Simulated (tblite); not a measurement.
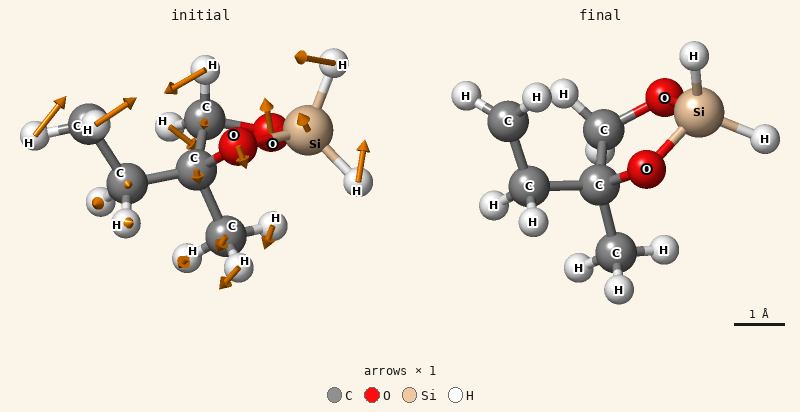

The structure of C5H11O2Si (multiplicity 2) before (left) and after (right) a relaxation, at one scale. The orange arrows give the displacements, at their true length.

Style: ball-and-stick. Shown at a tilt.

Level of theory: GFN2-xTB geometry optimisation, gas phase (tblite). 

Question: Summarise the run.

Answer: The largest move after the best rigid fit is that of an H atom, 1.32 Å. Largest moves by element: H 1.32 Å, O 0.83 Å, Si 0.51 Å, C 0.45 Å. Some distances before and after: C–Si 2.757 → 3.462 Å, O–Si 1.731 → 1.633 Å, C–C 1.470 → 1.555 Å, C–H 1.125 → 1.072 Å. Among the angles between lasting bonds that change: C–C–H 105.7° → 121.4°, C–O–Si 98.9° → 113.0°, C–C–H 105.9° → 119.5°. After 89 geometry steps the energy has fallen by 2.107 eV.
